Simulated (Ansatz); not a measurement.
# Lattice dynamics of (AlAs)2(GaAs)2 [001] superlattice, started as zinc blende

Wanted: vibrations and spectra of (AlAs)2(GaAs)2 [001] superlattice, started as zinc blende; the cell is already relaxed.

Main program and level: Ansatz 0.2.0; DFT PBEsol, scalar-relativistic, plane waves, PAW.

The structure was built from a prototype and need not be the compound's stable phase.

### 1. Starting point

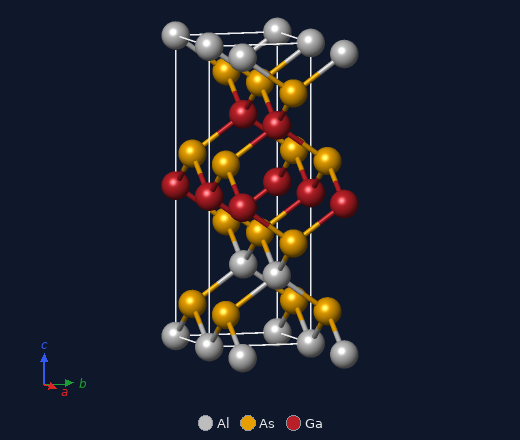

Start, viewed slightly off an axis; aluminium light grey, arsenic orange, gallium red. 2×1×1 cells are drawn. Some periodic images of atoms are drawn too.

### 2. Linear response at the zone centre

The cell comes from relaxations at this level that are not shown. The zone centre is the only wavevector solved here; it holds the modes that light can see, as far as symmetry allows. The response to a homogeneous field gives the Born charges and the dielectric tensor, and its change with displacement the Raman tensors.

input.yaml reads:

```yaml
crystal:
  lattice:
    - [2.834636461, 2.834636461, 0.0]
    - [-2.834636461, 2.834636461, 0.0]
    - [0.0, 0.0, 11.3262085505]
  atoms:
    - { symbol: Al, position: [0.0, 0.0, -0.000357357] }
    - { symbol: Al, position: [0.5, 0.5, 0.250357357] }
    - { symbol: As, position: [0.5, 0.0, 0.125] }
    - { symbol: As, position: [1.0, 0.5, 0.3753647145] }
    - { symbol: As, position: [0.5, 0.0, 0.625] }
    - { symbol: As, position: [1.0, 0.5, 0.8746352855] }
    - { symbol: Ga, position: [0.0, 0.0, 0.5004066267] }
    - { symbol: Ga, position: [0.5, 0.5, 0.7495933733] }
kpoints:
  mp_grid: { grid: [8, 8, 2] }
hamiltonian:
  xc: pbesol
scf:
  occupations: { method: fixed }
output:
  eigenvalues: true
phonons:
  method: dfpt
  dielectric: true
  rigid_motions: translations
  raman: true
```

Launch:

```
ansatz run input.yaml --threads 8 --pin off --max-ram 14336MiB --backend cpu --events-out ev --progress --plain --runs-dir out
```

Numbers of over 12 decimals in the logs are rounded to 6 here.

The program printed:

```text
Engine: ansatz 0.2.0, aarch64-unknown-linux-gnu
Pseudopotentials: kind: paw
Pseudopotential: Al, paw, valence charge 3, recommended cutoff 420 eV (normal), Al.paw.azcp
Pseudopotential: As, paw, valence charge 15, recommended cutoff 420 eV (normal), As.paw.azcp
Pseudopotential: Ga, paw, valence charge 13, recommended cutoff 420 eV (normal), Ga.paw.azcp
Functional definition: PBEsol
  exchange = pbesol_x
  correlation = pbesol_c
Crystal: 8 atoms, lattice volume = 182.016 Å³
Basis set: ecut = 420 eV, 3549 PW (Γ), exchange–correlation on 60×60×160 points (8 copies of the dense FFT grid, shifted against one another)
Bands: 56, of which v1, the nominal top of the filled ones, is band 46 counted from 1 (45 counted from 0)
Symmetry: 8 space group operations
k-points: 68 of 128 (irreducible under 1 space group operation, time reversal used)
Non-local potential: Al, projectors of the file, l = 0: 2, l = 1: 2, l = 2: 1
Non-local potential: As, projectors of the file, l = 0: 2, l = 1: 2, l = 2: 3, l = 3: 1
Non-local potential: Ga, projectors of the file, l = 0: 2, l = 1: 2, l = 2: 3, l = 3: 1
PAW form: soft (Blöchl's): semilocal exchange-correlation on the pseudo side does not see the compensation charge
PAW frozen core: Al, regenerated for the run's functional, and the local potential with it (the file was generated under x = pbe(κ = 0.804, μ = 0.219515), c = pbe(β = 0.066725))
PAW frozen core: As, regenerated for the run's functional, and the local potential with it (the file was generated under x = pbe(κ = 0.804, μ = 0.219515), c = pbe(β = 0.066725))
PAW frozen core: Ga, regenerated for the run's functional, and the local potential with it (the file was generated under x = pbe(κ = 0.804, μ = 0.219515), c = pbe(β = 0.066725))
PAW one-centre angular grid: Al, 110 points (default); XC on 64 Gauss nodes
PAW one-centre angular grid: As, 590 points (default); XC on 64 Gauss nodes
PAW one-centre angular grid: Ga, 590 points (default); XC on 64 Gauss nodes
Initial density: superposition of atomic densities (neutral atoms: chi_scale 0, normalization atom), corrected by the library's trained network
Initial wavefunctions: pseudopotential atomic-orbital guess
Functional: x = pbesol(κ = 0.804, μ = 0.123457), c = pbesol(β = 0.046)
SCF iter   1: F=—  HF=-27790.593693 eV  |F-HF|=—  |Δ(HF+E_count)|=         —  Δρ=2.99e-3  dr2=2.90e-2  ethr=1.77e-3  ⟨swp⟩=4.7  Hψ=12207  notcnv=0  defer=452
preconditioner: auto → Resta (q_TF=auto, 2.435 Å⁻¹)  ε∞=3.5  [insulator: Δε(μ)=1.055 eV  Ē_g=12.495 eV  n_scr=48 (ndim 8)  ℏωp=19.8 eV  f_vac=0.039  ε∞_Penn≈3.5]
SCF iter   2: F=—  HF=-27790.583452 eV  |F-HF|=—  |Δ(HF+E_count)|=   1.02e-2  Δρ=1.63e-3  dr2=7.81e-3  ethr=3.15e-5  ⟨swp⟩=3.0  Hψ=7610  notcnv=0  defer=544
SCF iter   3: F=—  HF=-27790.582470 eV  |F-HF|=—  |Δ(HF+E_count)|=   9.82e-4  Δρ=5.40e-4  dr2=1.03e-3  ethr=8.49e-6  ⟨swp⟩=2.9  Hψ=5361  notcnv=0  defer=544
SCF iter   4: F=—  HF=-27790.582500 eV  |F-HF|=—  |Δ(HF+E_count)|=   2.94e-5  Δρ=2.10e-4  dr2=1.35e-4  ethr=1.12e-6  ⟨swp⟩=2.0  Hψ=5419  notcnv=0  defer=544
SCF iter   5: F=—  HF=-27790.582495 eV  |F-HF|=—  |Δ(HF+E_count)|=   4.81e-6  Δρ=1.16e-4  dr2=1.98e-5  ethr=1.47e-7  ⟨swp⟩=2.0  Hψ=5282  notcnv=0  defer=325
SCF iter   6: F=—  HF=-27790.582515 eV  |F-HF|=—  |Δ(HF+E_count)|=   2.04e-5  Δρ=2.36e-5  dr2=9.34e-7  ethr=2.15e-8  ⟨swp⟩=2.0  Hψ=5283  notcnv=0  defer=295
SCF iter   7: F=—  HF=-27790.582516 eV  |F-HF|=—  |Δ(HF+E_count)|=   5.09e-7  Δρ=6.04e-6  dr2=9.22e-8  ethr=1.02e-9  ⟨swp⟩=2.0  Hψ=6186  notcnv=0  defer=293
SCF iter   8: F=—  HF=-27790.582516 eV  |F-HF|=—  |Δ(HF+E_count)|=   4.37e-8  Δρ=1.99e-6  dr2=7.17e-9  ethr=1.00e-10  ⟨swp⟩=2.0  Hψ=6643  notcnv=0  defer=293
SCF iter   9: F=—  HF=-27790.582516 eV  |F-HF|=—  |Δ(HF+E_count)|=   1.04e-8  Δρ=7.33e-7  dr2=6.66e-10  ethr=7.79e-12  ⟨swp⟩=2.0  Hψ=6643  notcnv=0  defer=293
[...]
--- Phonons (Γ-DFPT): 10 representative perturbations + reference, on 68 of 128 k-points (Σ response iterations 36) ---
  k mesh reduced under 1 symmetry operation, with k and −k counted as one. Each operation leaves every solved perturbation unchanged. A smaller set is not considered because the run solves the response to a homogeneous field
  ASR residual: 4.283e-5 → 0.000e0 eV/Å²; symmetrization residual: 2.203e-5 eV/Å²
  ASR residual per site (eV/Å²): 2.77e-5 2.77e-5 3.20e-5 2.75e-5 1.00e-5 2.75e-5 4.28e-5 4.28e-5
  Γ frequencies (cm⁻¹): 0.00 0.00 0.00 69.33 69.33 73.10 73.10 85.48 85.48 135.17 137.50 212.66 244.80 244.80 252.65 253.63 253.63 266.51 332.19 332.19 348.81 348.81 368.73 383.69
  ε∞ (high-frequency dielectric tensor):
       11.456644     0.000000     0.000000
        0.000000    11.456644     0.000000
        0.000000     0.000000    11.332284
  ε⁰ (static dielectric tensor: ions relaxed, cell fixed):
       13.471045     0.000000    -0.000000
        0.000000    13.471045     0.000000
       -0.000000     0.000000    13.355284
  ε⁰ − ε∞ (ionic part):
        2.014401     0.000000    -0.000000
        0.000000     2.014401     0.000000
       -0.000000     0.000000     2.023000
  softest optical mode at Γ: 69.33 cm⁻¹; the repairs (sum rule, projections) moved no ω² at Γ by more than (2.37 cm⁻¹)²
  Born effective charges Z* (e; rows j = field, columns β = displacement):
    site 0:
         2.06347   -0.05414   -0.00000
        -0.05414    2.06347   -0.00000
         0.00000   -0.00000    2.29391
    site 1:
         2.06347    0.05414    0.00000
         0.05414    2.06347   -0.00000
[...]
site 2:
[...]
site 3:
[...]
site 4:
[...]
site 5:
[...]
site 6:
[...]
0.04871    2.18061   -0.00000
        -0.00000   -0.00000    1.98939
    site 7:
         2.18061   -0.04871   -0.00000
        -0.04871    2.18061   -0.00000
        -0.00000   -0.00000    1.98939
  Z* charge neutrality: 4.432e-2 e pre-enforcement
  solved inside a basis spanned on kpoints, on 14×14×6 k-points transformed towards the longest dipole: ε∞ is read to err by 8.2e-2, Z* by 3.3e-2 e (field_mesh: kpoints solves on kpoints); Z* is corrected for what the basis lacks
  Raman tensors (in the event stream and the table raman_tensors.tsv): an entry may err by 2.2e0 Å², one of the second-order susceptibility by 1.4e1 pm/V (basis, points and sum rule); their sum over the sites missed zero by 1.209e-3 Å² ahead of its enforcement
  optical modes at Γ without the LO–TO term, one row a degenerate level:
      ω (cm⁻¹)  modes    IR ((D/Å)²/amu)  static Raman (Å⁴/amu)  depolarisation
         69.33      2             0.0164                12.7032           0.750
         73.10      2             0.0630                 1.4186           0.750
         85.48      2             0.0068                 4.8991           0.750
        135.17      1             0.0000                54.1414           0.005
        137.50      1             0.1152                 1.4228           0.750
        212.66      1             0.0054                 1.8479           0.750
        244.80      2             1.3166               264.3892           0.750
        252.65      1             0.0000                21.4187           0.054
        253.63      2             7.2994               561.9209           0.750
        266.51      1             5.9299               625.8735           0.750
        332.19      2             1.1615               226.5273           0.750
        348.81      2            22.1106              1038.5582           0.750
        368.73      1            11.2774               234.2836           0.750
        383.69      1             0.0000                 7.0771           0.749
  optical modes at Γ + LO–TO along q̂ = [1.0000, 0.0000, 0.0000]:
      ω (cm⁻¹)  modes    IR ((D/Å)²/amu)  static Raman (Å⁴/amu)  depolarisation
[...]
optical modes at Γ + LO–TO along q̂ = [0.0000, 1.0000, 0.0000]:
      ω (cm⁻¹)  modes    IR ((D/Å)²/amu)  static Raman (Å⁴/amu)  depolarisation
[...]
optical modes at Γ + LO–TO along q̂ = [0.0000, 0.0000, 1.0000]:
      ω (cm⁻¹)  modes    IR ((D/Å)²/amu)  static Raman (Å⁴/amu)  depolarisation
[...]
275.99      1             4.1097               975.0064           0.750
        332.19      2             1.1615               226.5273           0.750
        348.81      2            22.1106              1038.5582           0.750
        383.69      1             0.0000                 7.0771           0.749
        385.54      1            13.1377              1073.9210           0.750
[key lines of the parts left out:]
SCF converged after 11 iterations
Free energy (F): -27790.582516 eV
Fermi energy:    7.101172 eV
```

It took 18 min on 8 threads of Arm Neoverse V2, shared host; peak memory 4.3 GiB; 2.3 h of CPU time.

The column dr2 measures how far the density is from self-consistency, as an energy; F and HF (Harris–Foulkes) agree once it is small.

This step gave:

* gap on the k-mesh: 1.068 eV
* volume per atom: 22.75 Å³
* sum-rule residual before enforcement: 4.28e-5 eV/Å²
* miss of the charge sum rule: 0.04432 e
* estimated error of the dielectric tensor: 0.08201
* estimated error of the Born charges: 0.03296 e
* point group: -42m
* highest optical mode at the zone centre (no LO-TO term): 383.7 cm⁻¹
* lowest optical zone-centre mode: 69.33 cm⁻¹
* mean high-frequency dielectric constant: 11.42
* largest Born charge (third of the trace): -2.286 e
* mean static dielectric constant: 13.43
* top of the zone-centre spectrum with the field: 385.5 cm⁻¹

Without the LO-TO term. Patterns of degenerate modes are one choice out of their space. Modes at Γ, with each element's share of the kinetic energy:

```csv
mode,frequency (cm⁻¹),symmetry,Al %,As %,Ga %
1,0.0,acoustic,11,61,28
2,0.0,acoustic,11,61,28
3,0.0,acoustic,11,61,28
4,69.3,E,2,47,51
5,69.3,E,2,47,51
6,73.1,E,16,61,23
7,73.1,E,16,61,23
8,85.5,E,25,70,5
9,85.5,E,25,70,5
10,135.2,A1,6,64,30
11,137.5,B2,10,71,19
12,212.7,B2,0,100,0
13,244.8,E,0,55,45
14,244.8,E,0,55,45
15,252.7,A1,3,27,70
16,253.6,E,0,52,48
17,253.6,E,0,52,48
18,266.5,B2,0,48,52
19,332.2,E,73,27,0
20,332.2,E,73,27,0
21,348.8,E,73,27,0
22,348.8,E,73,27,0
23,368.7,B2,79,21,1
24,383.7,A1,91,9,0
```

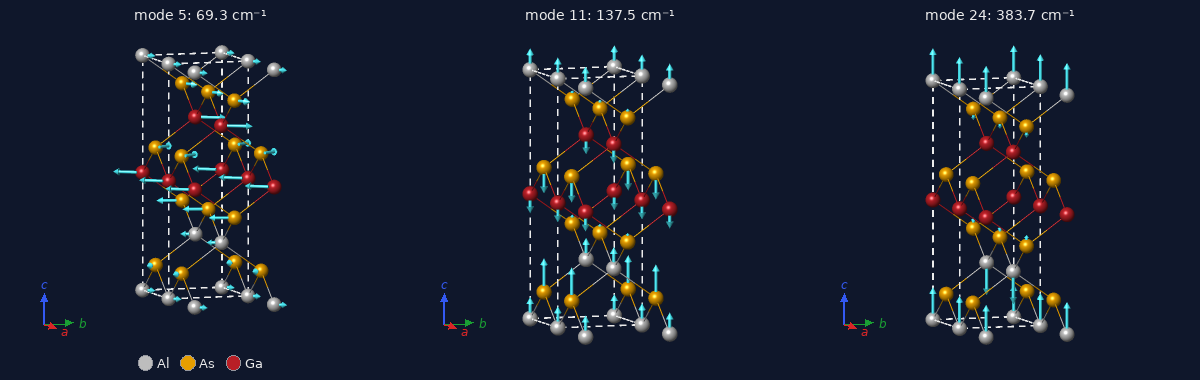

Displacement patterns of modes 5, 11 and 24 at Γ; arrows are exaggerated. 2×1×1 cells are drawn. Some periodic images of atoms are drawn too.

Optical modes at the zone centre, without and with the macroscopic field of the longitudinal modes; each column is sorted by frequency, so a row need not hold one and the same mode. Modes with and without the field, by row:

| rank among optical modes | no field (cm⁻¹) | q along (1, 0, 0) (cm⁻¹) | q along (0, 0, 1) (cm⁻¹) |
| --- | --- | --- | --- |
| 1 | 69.3 | 69.3 | 69.3 |
| 2 | 69.3 | 69.4 | 69.3 |
| 3 | 73.1 | 73.1 | 73.1 |
| 4 | 73.1 | 73.3 | 73.1 |
| 5 | 85.5 | 85.5 | 85.5 |
| 6 | 85.5 | 85.5 | 85.5 |
| 7 | 135.2 | 135.2 | 135.2 |
| 8 | 137.5 | 137.5 | 137.8 |
| 9 | 212.7 | 212.7 | 212.7 |
| 10 | 244.8 | 244.8 | 244.8 |
| 11 | 244.8 | 245.4 | 244.8 |
| 12 | 252.7 | 252.7 | 252.7 |
| 13 | 253.6 | 253.6 | 253.6 |
| 14 | 253.6 | 260 | 253.6 |
| 15 | 266.5 | 266.5 | 276 |
| 16 | 332.2 | 332.2 | 332.2 |
| 17 | 332.2 | 332.6 | 332.2 |
| 18 | 348.8 | 348.8 | 348.8 |
| 19 | 348.8 | 366.1 | 348.8 |
| 20 | 368.7 | 368.7 | 383.7 |
| 21 | 383.7 | 383.7 | 385.5 |

Born charge (rows field, columns displacement) (e), principal values of the symmetric part by kind of site:

| atom | atoms with these values | low | middle | high | mean |
| --- | --- | --- | --- | --- | --- |
| Al1 | 2 | 2.01 | 2.12 | 2.29 | 2.14 |
| As3 | 1 | -2.43 | -2.21 | -2.21 | -2.29 |
| As4 | 2 | -2.16 | -2.14 | -2.10 | -2.14 |
| As5 | 1 | -2.03 | -2.03 | -1.81 | -1.95 |
| Ga7 | 2 | 1.99 | 2.13 | 2.23 | 2.12 |

In full for Ga7:

```
2.18 0.05 0.00
0.05 2.18 0.00
0.00 0.00 1.99
```

High-frequency dielectric tensor:

```
11.46  0.00  0.00
 0.00 11.46  0.00
 0.00  0.00 11.33
```

Static dielectric tensor (ions relaxed, fixed cell):

```
13.47  0.00  0.00
 0.00 13.47  0.00
 0.00  0.00 13.36
```

Transverse modes. Lines of the infrared spectrum (strongest = 100):

| position (cm⁻¹) | relative intensity |
| --- | --- |
| 69 | 0.1 |
| 73 | 0.3 |
| 86 | 0.0 |
| 135 | 0.0 |
| 138 | 0.5 |
| 213 | 0.0 |
| 245 | 6.0 |
| 253 | 0.0 |
| 254 | 33 |
| 266 | 27 |
| 332 | 5.3 |
| 349 | 100 |
| 369 | 51 |
| 384 | 0.0 |

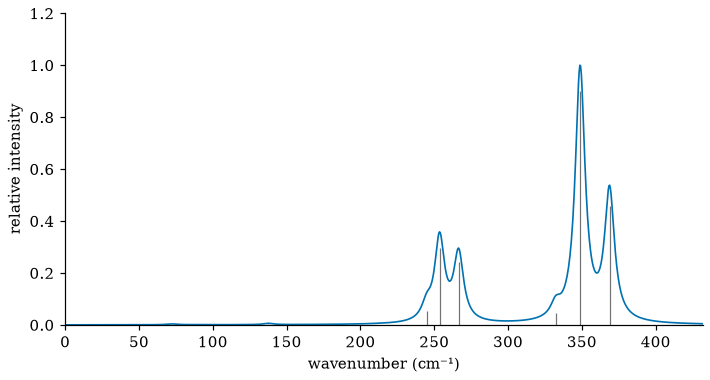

The infrared spectrum, broadened with Lorentzians of width 8 cm⁻¹; bars mark the lines.

Activity x (w_L - w)^4 (n + 1)/w, 532 nm, 300 K; the tensors are static ones, while 532 nm light lies above the computed direct gap, where resonance would change the heights; modes without the macroscopic field alone. Lines of the Raman spectrum (strongest = 100):

```csv
position (cm⁻¹),relative intensity
69,19
73,1.9
86,4.9
135,24
138,0.6
213,0.4
245,44
253,3.4
254,88
266,90
332,23
349,100
369,21
384,0.6
```

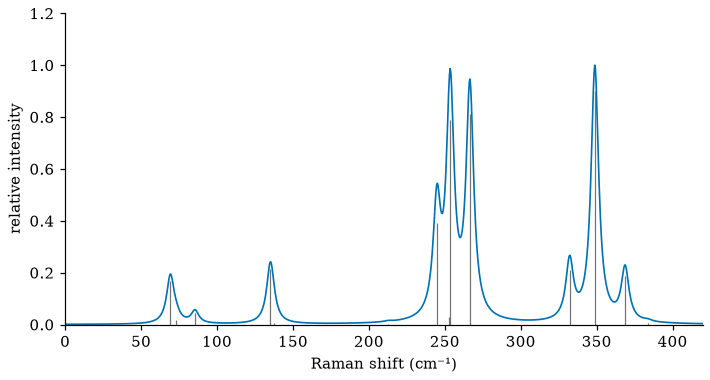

The Raman spectrum, broadened with Lorentzians of width 6 cm⁻¹; bars mark the lines.

Static second-order susceptibility (pm/V), twice the coefficient d of second-harmonic generation. Second order susceptibility, by row:

```
field along  xx  yy  zz     yz     xz     xy
          x   0   0   0  166.4      0      0
          y   0   0   0      0  166.4      0
          z   0   0   0      0      0  166.4
```

Before it was imposed, the acoustic sum rule was missed by 4.3e-5 eV/Å² and the charge sum rule by 0.044 e. The charge miss is large and points to the mesh or the basis. The lowest optical mode is real, 69.3 cm⁻¹.

The log warns of the k mesh: “the force constants stand on the 8×8×2 k-mesh, whose period is 7.85 times the interband length at k = (0.0000, 0.0000, 0.0000), direct gap 1.068 eV, under 14: take them and everything formed from them as unconverged”.

### 3. Another isotope

An isotope changes the mass and not the force constants, so no new electronic calculation is needed; the shifts show which modes move this element.

The same force constants with the mass of Ga changed from 69.723 to 70.925 u (phonopy, no LO-TO term). Both lists are sorted by frequency; levels can cross, so a row need not hold one and the same mode. Modes under 3 cm⁻¹ are left out. Isotope shifts, by row:

```csv
q,rank,natural mass (cm⁻¹),changed mass (cm⁻¹)
0 0 0,4,69.33,69.03
0 0 0,5,69.33,69.03
0 0 0,6,73.1,72.96
0 0 0,7,73.1,72.96
0 0 0,8,85.48,85.45
0 0 0,9,85.48,85.45
0 0 0,10,135.2,134.8
0 0 0,11,137.5,137.3
0 0 0,12,212.7,212.7
0 0 0,13,244.8,243.9
0 0 0,14,244.8,243.9
0 0 0,15,252.7,251.1
0 0 0,16,253.6,252.6
0 0 0,17,253.6,252.6
0 0 0,18,266.5,265.3
0 0 0,19,332.2,332.2
0 0 0,20,332.2,332.2
0 0 0,21,348.8,348.8
0 0 0,22,348.8,348.8
0 0 0,23,368.7,368.7
0 0 0,24,383.7,383.7
```

A mode of this element alone would shift by -0.85 %. The highest zone-centre frequency without the field goes from 383.7 to 383.7 cm⁻¹ (+0.0 %). The product of the frequency ratios over all optical modes at Γ is 0.957; the product rule, (m/m′)^(3k/2) (M′/M)^(3/2) with k = 2 such atoms and M the mass of the cell, gives 0.957.

### 4. Results

* space group (within 0.01 Å): P-4m2
* volume per atom: 22.8 Å³
* gap on the k-mesh: 1.07 eV
* highest optical mode at the zone centre (no LO-TO term): 384 cm⁻¹
* top of the zone-centre spectrum with the field: 386 cm⁻¹
* lowest optical zone-centre mode: 69.3 cm⁻¹
* mean high-frequency dielectric constant: 11.4
* mean static dielectric constant: 13.4
* largest Born charge (third of the trace): -2.29 e
* imaginary modes at Γ (the only wavevector solved): none

**Reading.** The structure is stable against zone-centre distortions, since no mode there is imaginary; other wavevectors were not solved, so zone-boundary instabilities are untested. Without the field, the optical modes at Γ span 69 to 384 cm⁻¹. No dispersion was computed. The highest mode in this list at Γ, 383.7 cm⁻¹, is mostly motion of Al (91 % of the kinetic energy). With the macroscopic field of the longitudinal modes the top of the zone-centre spectrum lies at 386 cm⁻¹, against 384 cm⁻¹ without it. Lattice motion raises the mean dielectric constant from 11.42 to 13.43. The strongest infrared line is at 349 cm⁻¹. Averaged over orientations, the strongest Raman line at 532 nm and 300 K is at 349 cm⁻¹, among the modes without the field; their longitudinal partners can be Raman active too. The tensors are the static, non-resonant ones, while 532 nm light (2.33 eV) lies above the computed gap. With the field response the log warns that the k mesh is coarse for the force constants too, so the frequencies may not be converged. The starting cell was built on a prototype and not taken from a measurement, so the phase need not exist. These are harmonic frequencies at zero temperature: anharmonic shifts, linewidths and thermal expansion are left out.

[Logs are printed without paths, hosts, clocks, repeated set-up lines and the standing remarks that a program may print on its own settings, such as how far it seeks lower states.]

[Hosts, paths, dates, database ids (printed as entryN), source tags and the programs' standing remarks are cut or masked in the printed files.]
